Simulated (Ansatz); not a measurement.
## Hypothetical fluorite ZrS2, thickness series

The parent structure is ZrS2 in the fluorite structure (space group Fm-3m, No. 225; a hypothetical phase, not in the database extracts checked).

```xyz
3
Lattice="0.0000 3.1284 3.1284 3.1284 0.0000 3.1284 3.1284 3.1284 0.0000" Properties=species:S:1:pos:R:3 pbc="T T T"
Zr     0.0000     0.0000     0.0000
S      1.5642     1.5642     1.5642
S      4.6925     4.6925     4.6925
```

Cartesian axes are those of the cell as printed.

Free-standing slabs (3 atom(s) a layer) normal to [111] with 15 Å of vacuum; in-plane cell held at bulk.

All numbers come from r2SCAN, PAW, 500 eV (Ansatz, an electronic-structure program; no spin-orbit coupling), earlier PAW set.

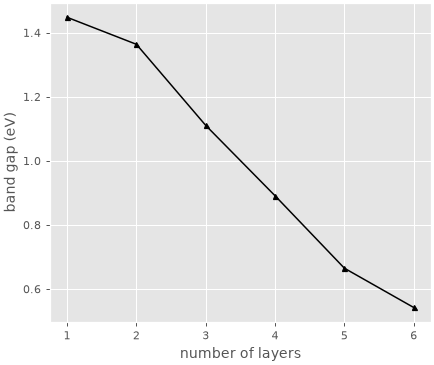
Band gap against number of layers

```csv
number of layers,band gap
1,1.45 eV
2,1.36 eV
3,1.11 eV
4,0.89 eV
5,0.66 eV
6,0.54 eV
```

No phonon test of stability was made.
